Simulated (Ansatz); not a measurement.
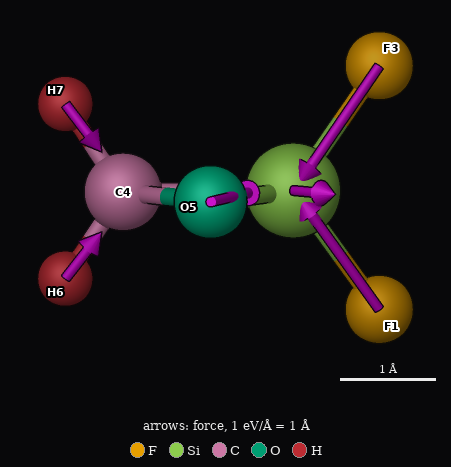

Starting geometry of CH2F2OSi with the computed forces as purple arrows. A ball-and-stick model, seen at a tilt.

The start comes from PBE-D4/def2-SVP.

Theory: RKS PBE0-D4/def2-TZVP (Ansatz 0.2.0).

Input file:
```yaml
crystal:
  periodic: [false, false, false]
  atoms:
    - {symbol: F, position_ang: [0.742758, -1.268512, 1.645479]}
    - {symbol: Si, position_ang: [0.119173, -0.785843, 0.236101]}
    - {symbol: F, position_ang: [-0.568207, -2.097194, -0.408901]}
    - {symbol: C, position_ang: [-0.259938, 0.916441, -0.208642]}
    - {symbol: O, position_ang: [1.012311, 0.214347, -0.737304]}
    - {symbol: H, position_ang: [-0.022512, 1.773462, 0.450228]}
    - {symbol: H, position_ang: [-0.962386, 1.179298, -1.022560]}
basis:
  gaussian: {orbitals: def2-TZVP}
hamiltonian: {xc: pbe0, dispersion: d4}
relax: {f_tol: 0.005, max_steps: 150}
```

Command:
```bash
ansatz run in.yaml --threads 2 --pin off --events-out ev --progress --plain --max-ram 4352MiB
```

Is this structure relaxed? If not, where do the atoms go?

It isn't relaxed: the largest force vector, on F atoms, is 1.54 eV/Å. The atoms end up moving mostly along the starting forces (cosine between the two patterns 0.88). The largest moves after the best rigid fit, 0.052 Å, are those of F1 and F3. By element the largest moves are F 0.052 Å, H 0.032 Å, O 0.029 Å, C 0.022 Å, Si 0.014 Å. Near-neighbour distances that change, for instance: F1–Si2 1.615 → 1.571 Å, Si2–O5 1.657 → 1.614 Å, Si2–C4 1.800 → 1.775 Å, C4–H6 1.107 → 1.087 Å. Over 5 accepted moves (6 points after the start) the energy falls by 11.8 kJ/mol. The largest force component goes from 1.3 to 0.003 eV/Å. The line search rejected the trial step at point 5 of the run.
